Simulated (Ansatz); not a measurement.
# doublet SiH2O+: levels of theory compared

We compute a comparison of 6 runs (UHF/3-21G, UB3LYP/6-31G*, U-r2SCAN/def2-TZVPP, U-wB97M-V/def2-TZVPP, UPBE0/def2-TZVPP, UMP2/def2-TZVPP) of doublet SiH2O+. 

Program for the calculation: Ansatz 0.2.0.

50 further runs of the same task are left out: 50 set aside as unsound or not needed.

### 1 The system as given

The species is SiH2O+ (4 atoms), meant as a doublet with charge +1. As SMILES of the parent species, `O=[SiH2]`. The coordinates come from a PBE0-D4/def2-TZVP relaxation. That shape belongs to the parent species and isn't relaxed for this state.

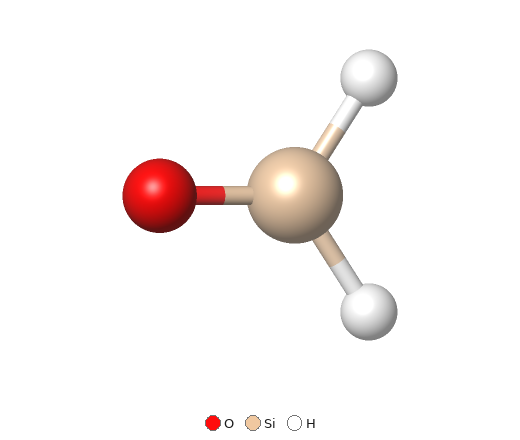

Viewed from a chosen angle; oxygen red, silicon light orange, hydrogen white.

### 2 A single-point energy at UHF/3-21G (run 1)

Contents of run.yaml:

```yaml
crystal:
  periodic: [false, false, false]
  atoms:
    - {symbol: O, position_ang: [-0.283200, 0.413500, 1.469500]}
    - {symbol: Si, position_ang: [-0.006700, 0.009800, 0.034900]}
    - {symbol: H, position_ang: [0.439900, -1.346000, -0.376200]}
    - {symbol: H, position_ang: [-0.150000, 0.922700, -1.128300]}
basis:
  gaussian:
    orbitals: 3-21G.json
total_charge: 1
magnetization:
  spin_polarized: true
  initial_magnetization: 1
hamiltonian:
  xc: hf
accuracy: high
output: {orbitals: {seedname: orbitals}}
```

The basis set 3-21G is read from a file made from the Basis Set Exchange's data (not shown).

The run is started by

```bash
$ ansatz run run.yaml --threads 1 --pin off --max-ram 3480MiB --events-out events.jsonl --progress --plain --runs-dir runs
```

The program printed:

```text
Warning: RAYON_NUM_THREADS=1 ignored (pool sized by the plan → 1); use --threads N
Functional definition: HF
  name "HF"
  exchange = exact_x
  correlation = 0
523 factors; integrals over basis functions are off by at most 3.5e-9 eV
mean field evaluation 1: about -9851.6541 eV, gradient 5.4e1 eV
mean field evaluation 2: about -9851.7630 eV, gradient 5.4e1 eV
mean field evaluation 4: about -9865.7861 eV, gradient 6.2e0 eV
mean field evaluation 8: about -9867.7621 eV, gradient 8.5e-1 eV
mean field evaluation 16: about -9867.8218 eV, gradient 2.0e-4 eV
mean field evaluation 32: about -9867.6396 eV, gradient 7.2e-1 eV
mean field evaluation 64: about -9867.0033 eV, gradient 1.6e-3 eV
mean field evaluation 96: about -9866.4407 eV, gradient 1.8e1 eV
mean field evaluation 128: about -9859.1688 eV, gradient 1.5e1 eV
mean field evaluation 160: about -9859.3191 eV, gradient 3.2e0 eV
mean field evaluation 192: about -9867.8213 eV, gradient 1.5e-1 eV
mean field -9867.82180759 eV, -362.6357627790 hartree, gradient 2.4e-8 eV, S^2 0.763715; 3 other end points of the search recorded, 0 dependent functions left out
reference -9867.82180759 eV, -362.6357627790 hartree; 12, 11 occupied and 14, 15 virtual orbitals, 523 factors
Total energy: -9867.82180759 eV, -362.6357627790 hartree
```

It took 0.38 s on 1 thread of Arm Neoverse V2, shared host.

### 3 The energy at UB3LYP/6-31G(d) (Cartesian functions) (run 2)

Contents of in.yaml:

```yaml
crystal:
  periodic: [false, false, false]
  atoms:
    - {symbol: O, position_ang: [-0.283200, 0.413500, 1.469500]}
    - {symbol: Si, position_ang: [-0.006700, 0.009800, 0.034900]}
    - {symbol: H, position_ang: [0.439900, -1.346000, -0.376200]}
    - {symbol: H, position_ang: [-0.150000, 0.922700, -1.128300]}
basis:
  gaussian:
    orbitals: "6-31G*"
total_charge: 1
magnetization:
  spin_polarized: true
  initial_magnetization: 1
hamiltonian:
  xc: {name: B3LYP}
accuracy: high
output:
  orbitals: {seedname: orbitals}
```

The run is started by

```bash
$ ansatz run in.yaml --threads 1 --pin off --max-ram 3480MiB --events-out events.jsonl --progress --plain --runs-dir runs
```

The program printed:

```text
Warning: RAYON_NUM_THREADS=1 ignored (pool sized by the plan → 1); use --threads N
Functional definition: B3LYP
  name "B3LYP"
  parameter a0 = 0.2
  parameter ax = 0.72
  parameter ac = 0.81
  exchange = (1 - a0 - ax)*slater_x + ax*b88_x + a0*exact_x
  correlation = (1 - ac)*vwn_rpa_c + ac*lyp_c
728 factors; integrals over basis functions are off by at most 3.4e-9 eV
mean field evaluation 1: about -9919.9531 eV, gradient 7.6e1 eV
mean field evaluation 2: about -9698.9392 eV, gradient 1.5e2 eV
mean field evaluation 4: about -9943.1104 eV, gradient 2.3e1 eV
mean field evaluation 8: about -9945.8473 eV, gradient 3.6e-1 eV
mean field evaluation 16: about -9945.9121 eV, gradient 4.3e-4 eV
mean field -9945.91211855 eV, -365.5055287754 hartree, gradient 5.1e-8 eV, S^2 0.757487; 2 other end points of the search recorded, 0 dependent functions left out
reference -9945.91214856 eV, -365.5055298781 hartree; 12, 11 occupied and 26, 27 virtual orbitals, 728 factors
Total energy: -9945.91214856 eV, -365.5055298781 hartree
```

It took 2.7 s on 1 thread of Arm Neoverse V2, shared host; peak memory 0.13 GiB.

Run 3 isn't shown in full; the table further down has it.

### 4 The energy at U-wB97M-V/def2-TZVPP (run 4)

Contents of molecule.yaml:

```yaml
crystal:
  periodic: [false, false, false]
  atoms:
    - {symbol: O, position_ang: [-0.283200, 0.413500, 1.469500]}
    - {symbol: Si, position_ang: [-0.006700, 0.009800, 0.034900]}
    - {symbol: H, position_ang: [0.439900, -1.346000, -0.376200]}
    - {symbol: H, position_ang: [-0.150000, 0.922700, -1.128300]}
basis:
  gaussian:
    orbitals: def2-TZVPP
total_charge: 1
magnetization:
  spin_polarized: true
  initial_magnetization: 1
hamiltonian:
  xc: {name: wB97M-V}
output:
  orbitals: {seedname: orbitals}
accuracy: high
```

The run is started by

```bash
$ ansatz run molecule.yaml --threads 1 --pin off --max-ram 3480MiB --events-out events.jsonl --progress --plain --runs-dir runs
```

The program printed, shortened:

```text
Warning: RAYON_NUM_THREADS=1 ignored (pool sized by the plan → 1); use --threads N
Functional definition: wB97M-V
  name "wB97M-V"
[...]
  gx(w, u) = 1 - cx + cx01*u + cx10*w
  gss(w, u) = css00 + css04*u^4 + css10*w + css20*w^2 + css43*w^4*u^3
  gos(w, u) = cos00 + cos10*w + (cos20 + cos21*u)*w^2 + (cos60 + cos61*u)*w^6
[...]
      + integral(e_c_pw_mod_opposite_spin*gos(b97_w_opposite, b97_u_opposite)) + vv10(b, c)
1618 factors; integrals over basis functions are off by at most 3.1e-9 eV
270 factors; integrals over basis functions are off by at most 1.5e-9 eV
[...]
mean field -9945.91458753 eV, -365.5056195087 hartree, gradient 3.9e-8 eV, S^2 0.756758; 2 other end points of the search recorded, 0 dependent functions left out
reference -9945.91459148 eV, -365.5056196537 hartree; 12, 11 occupied and 89, 90 virtual orbitals, 1618 factors
Total energy: -9945.91459148 eV, -365.5056196537 hartree
```

Wall time 59 s (1 thread of Arm Neoverse V2, shared host); peak memory 0.62 GiB.

Run 5 isn't shown in full; the table further down has it.

### 5 A single-point energy at UMP2/def2-TZVPP (run 6)

Contents of in.yaml:

```yaml
basis:
  gaussian:
    orbitals: def2-TZVPP
crystal:
  periodic: [false, false, false]
  atoms:
    - {symbol: O, position_ang: [-0.283200, 0.413500, 1.469500]}
    - {symbol: Si, position_ang: [-0.006700, 0.009800, 0.034900]}
    - {symbol: H, position_ang: [0.439900, -1.346000, -0.376200]}
    - {symbol: H, position_ang: [-0.150000, 0.922700, -1.128300]}
total_charge: 1
magnetization:
  spin_polarized: true
  initial_magnetization: 1
correlation:
  method: mp2
  frozen_orbitals: {H: 0, O: 1, Si: 5}
accuracy: high
```

The run is started by

```bash
$ ansatz run in.yaml --threads 1 --pin off --max-ram 3480MiB --events-out events.jsonl --progress --plain --runs-dir runs
```

The program printed, shortened:

```text
Warning: RAYON_NUM_THREADS=1 ignored (pool sized by the plan → 1); use --threads N
Functional definition: HF
  name "HF"
[...]
1618 factors; integrals over basis functions are off by at most 3.1e-9 eV
[...]
mean field -9922.81556249 eV, -364.6567459956 hartree, gradient 5.4e-8 eV, S^2 0.760369; 6 other end points of the search recorded, 0 dependent functions left out
6 core orbitals not correlated: weight in the atoms' cores, before any rotation towards them, 1.000 or more for the frozen orbitals, at most 0.000 for the correlated occupied ones
reference -9922.81556249 eV, -364.6567459956 hartree; 6, 5 occupied and 89, 90 virtual orbitals, 1618 factors
second order -7.54359862 eV of doubles, -0.00000000 eV of singles
Total energy: -9930.35916111 eV, -364.9339681315 hartree
```

Run time: 6.3 s. Hardware: 1 thread of Arm Neoverse V2, shared host; peak memory 0.26 GiB.

### 6 All runs side by side

```tsv
run	level	Cartesian functions	frozen core orbitals	energy (Eh)	HOMO energy (eV)	LUMO energy (eV)	⟨S²⟩	wall time
1	UHF/3-21G	no	–	-362.635763	-21.01	-6.41	0.764	0.38 s
2	UB3LYP/6-31G* (Cartesian functions)	yes	–	-365.505530	-17.60	-13.60	0.757	2.7 s
3	U-r2SCAN/def2-TZVPP	no	–	-365.488695	-16.78	-14.16	0.761	13 s
4	U-wB97M-V/def2-TZVPP	no	–	-365.505620	-19.84	-10.90	0.757	59 s
5	UPBE0/def2-TZVPP	no	–	-365.345720	-17.74	-13.13	0.758	8.1 s
6	UMP2/def2-TZVPP	no	6	-364.933968	–	–	0.760	6.3 s
```

### 7 Summary of results

| quantity | value |
| --- | --- |
| run 6: total energy | -364.93397 Eh |
| run 6: correlation energy (6 core orbitals frozen) | -277.2 mEh |
| run 6: ⟨S²⟩ of the reference determinant | 0.760 |

What this shows: Totals of different functionals can't be ranked against each other. All runs together took 90 s, the longest 59 s.
